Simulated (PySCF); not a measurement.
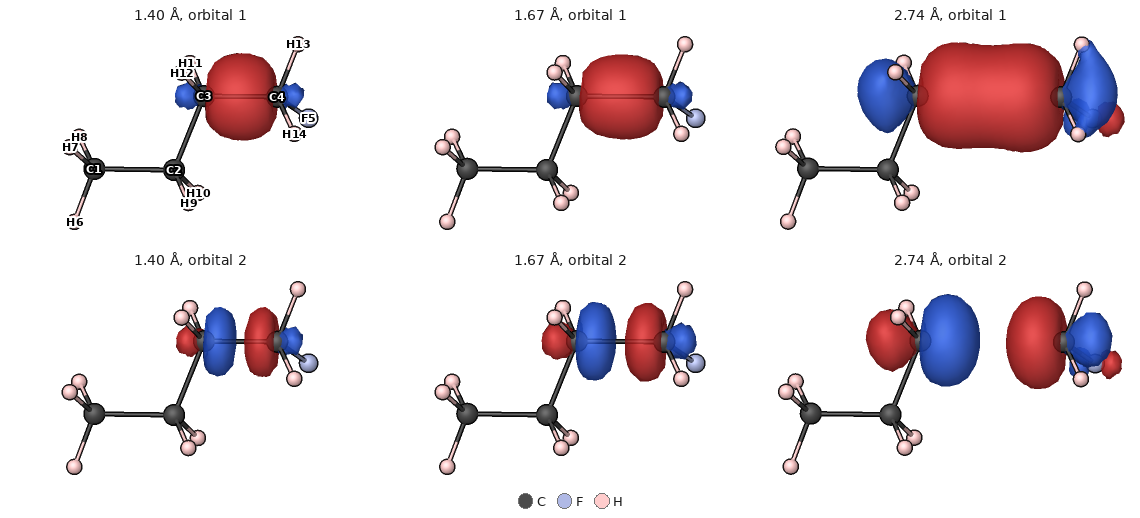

Figure 1: C₄H₉F, SMILES `CCCCF`. Rigid stretch of the C3–C4 bond. The two CASSCF(2,2) natural orbitals nearest half filling (orbital 1 the more occupied).

Computed with PySCF, 6-31G* basis, geometry: GFN2-xTB. No frequency check shows the geometry to be a minimum.

Coordinates in Å:

```
C1       2.3693    0.1203   -0.1365
C2       0.9435    0.3433    0.3497
C3      -0.0184   -0.6951   -0.2252
C4      -1.4461   -0.4737    0.2509
F5      -1.9406    0.7129   -0.2385
H6       3.0342    0.8742    0.2775
H7       2.7287   -0.8601    0.1693
H8       2.4170    0.1797   -1.2215
H9       0.9189    0.2926    1.4408
H10      0.6069    1.3386    0.0539
H11     -0.0002   -0.6444   -1.3157
H12      0.2883   -1.6986    0.0757
H13     -2.1178   -1.2599   -0.1093
H14     -1.5007   -0.4063    1.3426
```

### How do the occupations change along the stretch?

1.40 Å: 1.99 and 0.01; 1.67 Å: 1.97 and 0.03; 2.74 Å: 1.64 and 0.36. At the longest distance computed (4.26 Å) they are 1.08 and 0.92, and the effective number of unpaired electrons is 2.0.

### Where does the UHF solution part from RHF?

Between 2.05 Å (⟨S²⟩ = 0, the two coincide) and 2.36 Å (⟨S²⟩ = 0.58); at 4.26 Å ⟨S²⟩ is 1.01 and UHF lies 5.1 eV below RHF.

### How much energy does the stretch cost?

By CASSCF, 4.2 eV from the lowest point of the scan (1.52 Å) to 4.26 Å; RHF gives 8.8 eV from its own lowest point. The fragments aren't relaxed and dynamic correlation is missing, so this isn't a bond dissociation energy.
